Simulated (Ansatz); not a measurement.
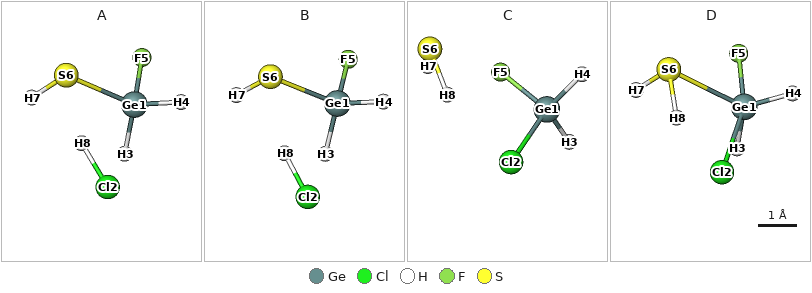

4 geometries from a converged minimum-energy path of GeH4SClF, made up at the start of GeH2ClF and H$_{2}$S, shuffled. A ball-and-stick model, seen from a free direction.

These are results of RKS PBE-D4/def2-SVP (Ansatz), not measurements. Set-up: 5 movable images; climbing image; force threshold 0.05 eV/Å; iteration limit 60; starting path through a guess of the saddle point.

Q: One of them is the converged climbing image. Which?

A: D. In order along the path, whose images run from 0 to 6: C (image 1, +0.08 eV), D (image 3, +0.91 eV), A (image 5, +0.29 eV), B (image 6, +0.20 eV). Breaking: Ge1–Cl2 (2.17 → 2.51 at the top → 3.56 Å), S6–H8 (1.36 → 1.45 at the top → 2.31 Å). Forming: Cl2–H8 (2.92 → 1.89 at the top → 1.32 Å), Ge1–S6 (3.72 → 2.53 at the top → 2.26 Å).

Limits of the set-up: the start holds two separate molecules, 2.3 Å apart at their closest, whose relative position is a soft coordinate.

Cost: 2.6 min on 2 threads of AMD EPYC 7R43 64-Core Processor (Zen 3) (shared host), peak memory 0.17 GiB.
